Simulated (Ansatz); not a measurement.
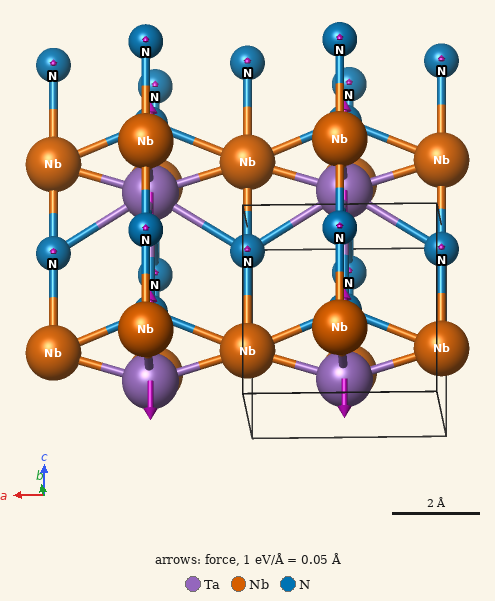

Starting geometry of crystalline TaNb2N3 (a generated structure, set up in P4mm) (coarse preliminary run) with the computed forces as purple arrows. Style: ball-and-stick. Shown: the cell of the calculation, repeated 2 × 1 × 2 with one cell outlined, from a free direction.

Computed with Ansatz, DFT PBE, scalar-relativistic, plane waves, PAW. (plane-wave cutoff 420 eV; k-point mesh 4 × 4 × 4; occupations gaussian; smearing width 0.1 eV; no spin polarisation; cell and atoms relaxed; force threshold 0.04 eV/Å; at most 70 steps)

### Is this structure relaxed? If not, where do the atoms go?

It isn't relaxed: the largest force vector, on the Ta atom, is 18.77 eV/Å. The final displacements follow the starting forces only in part (cosine between the two patterns 0.58). The Ta atom moves most relative to the cell: 1.03 Å along −c. By element the largest moves are Ta 1.03 Å, N 0.46 Å, Nb 0.43 Å. Cell: a = b 4.516 → 4.306 Å (−4.7 %), c 4.501 → 4.247 Å (−5.6 %). Volume −14.2 %. Near-neighbour distances that change, for instance: Nb–Ta 4.420 → 3.024 Å, N–Ta 2.855 → 2.123 Å, Nb–Ta 2.364 → 3.024 Å, N–Ta 2.670 → 2.153 Å. New bonds form: Nb–Ta (4.42 → 3.02 Å). Bond angles that change, for instance: Ta–N–Ta 115.5° → 180.0°, Ta–Nb–Ta 145.5° → 90.8°, N–Nb–N 134.6° → 180.0°. The space group (tolerance 0.01 Å) goes from P4mm (No. 99) to P4/mmm (No. 123). After 8 accepted moves (9 points after the start) the energy has fallen by 2377 meV per atom. The largest force component goes from 19 to 0.0043 eV/Å. Pressure: 20.90 GPa at the start and −0.27 GPa at the end. At 1 point the geometry stayed and the basis and grid were re-selected for the new cell (energy shift of 2.2 meV per atom at most each time). Cost: 2.3 min on 1 thread of AMD EPYC (Zen 3) (shared host), peak memory 0.4 GiB.
